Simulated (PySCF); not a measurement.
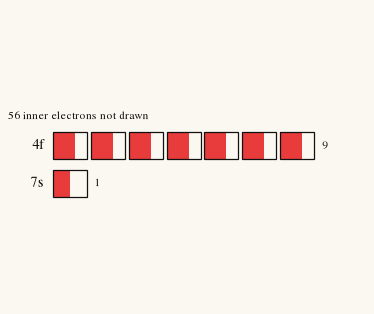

*The outer shells of the nominal configuration: a box for each of the 2l + 1 orbitals, shaded by the share of the shell that is filled, with the electron count at the right.*

# Atomic calculation for Dy

- system: Dy, configuration 1s2 2s2 2p6 3s2 3p6 3d10 4s2 4p6 4d10 4f9 5s2 5p6 6s2 7s1, multiplicity 7.
- method: unrestricted HF, x2c-TZVPPall plus 1 even-tempered diffuse shell per l, spin-free X2C-1e, Gaussian nucleus (PySCF)

**Input file**
```python
from pyscf import gto, scf, dft, mp, cc
import basis_set_exchange as bse
mol = gto.M(atom="Dy 0 0 0", charge=0, spin=6, symmetry="D2h",
            basis=gto.basis.parse(bse.get_basis("x2c-TZVPPall", elements=["Dy"], fmt="nwchem", augment_diffuse=1)),
            nucmod="G")
mf = scf.UHF(mol).sfx2c1e()
mf.irrep_nelec = {'Ag': (11, 10), 'B1g': (2, 2), 'B2g': (2, 2), 'B3g': (2, 2), 'Au': (1, 0), 'B1u': (6, 4), 'B2u': (6, 6), 'B3u': (6, 4)}
mf.kernel()
```

The script is an equivalent of what the driver set up; the driver started from orbitals of its own, so the log can be shorter than this script's would be, and it computed the properties (radii, ⟨L²⟩, response) afterwards. It held the occupations shell by shell, which the script's counts by irreducible representation don't always enforce.

Hardware: 1 CPU thread, shared host.

**Log (extracts)**
```
damping factor = 0
level_shift factor = 0
DIIS = <class 'pyscf.scf.diis.CDIIS'>
diis_start_cycle = 1
diis_space = 10
diis_damp = 0
SCF conv_tol = 1e-09
SCF conv_tol_grad = None
number electrons alpha = 36  beta = 30
cycle= 1 E= -12152.2751389455  delta_E= -0.00771  |g|= 0.0269  |ddm|= 0.0547
cycle= 2 E= -12152.2752202152  delta_E= -8.13e-05  |g|= 0.00395  |ddm|= 0.0171
cycle= 3 E= -12152.2754199323  delta_E= -0.0002  |g|= 0.00522  |ddm|= 0.0786
cycle= 4 E= -12152.2758401896  delta_E= -0.00042  |g|= 0.00838  |ddm|= 0.0762
cycle= 5 E= -12152.2753304961  delta_E= 0.00051  |g|= 0.00378  |ddm|= 0.195
cycle= 6 E= -12152.2753327627  delta_E= -2.27e-06  |g|= 0.00381  |ddm|= 0.000741
cycle= 7 E= -12152.2752477512  delta_E= 8.5e-05  |g|= 0.00145  |ddm|= 0.0885
cycle= 8 E= -12152.2752534385  delta_E= -5.69e-06  |g|= 0.00146  |ddm|= 0.0132
cycle= 9 E= -12152.2752543392  delta_E= -9.01e-07  |g|= 0.00131  |ddm|= 0.0111
cycle= 10 E= -12152.2752570438  delta_E= -2.7e-06  |g|= 0.00128  |ddm|= 0.00338
[... 40 cycles left out ...]
SCF not converged.
SCF energy = -12152.2750911564 after 50 cycles  <S^2> = 12.022184  2S+1 = 7.0063355

damping factor = 0
level_shift factor = 0.3
DIIS = <class 'pyscf.scf.diis.CDIIS'>
diis_start_cycle = 1
diis_space = 10
diis_damp = 0
SCF conv_tol = 1e-09
SCF conv_tol_grad = None
number electrons alpha = 36  beta = 30
[... 47 cycles left out ...]
cycle= 48 E= -12152.2751946187  delta_E= -3.62e-07  |g|= 0.00143  |ddm|= 0.00128
cycle= 49 E= -12152.2752000732  delta_E= -5.45e-06  |g|= 0.00137  |ddm|= 0.00984
cycle= 50 E= -12152.2752024214  delta_E= -2.35e-06  |g|= 0.00129  |ddm|= 0.00405
cycle= 51 E= -12152.2752053462  delta_E= -2.92e-06  |g|= 0.00125  |ddm|= 0.00395
cycle= 52 E= -12152.2752003355  delta_E= 5.01e-06  |g|= 0.00136  |ddm|= 0.00808
cycle= 53 E= -12152.2752221018  delta_E= -2.18e-05  |g|= 0.00156  |ddm|= 0.0309
cycle= 54 E= -12152.2752364567  delta_E= -1.44e-05  |g|= 0.00122  |ddm|= 0.0156
cycle= 55 E= -12152.2752477442  delta_E= -1.13e-05  |g|= 0.00108  |ddm|= 0.0118
cycle= 56 E= -12152.2752512227  delta_E= -3.48e-06  |g|= 0.00102  |ddm|= 0.00288
cycle= 57 E= -12152.275
```

**What the run reported**

```tsv
quantity	value
outcome	not converged
total energy	−12152.2752 hartree
⟨S²⟩	12.008
⟨L²⟩	24.02
SCF iterations	170
CPU time	59 s (integrals apart)
```

**Diagnosis**

The run did not meet its convergence test in 170 iterations, so its last values are not results. This is not the ground configuration of the species. ⟨L²⟩ departs from that of the intended term, so the determinant mixes terms.
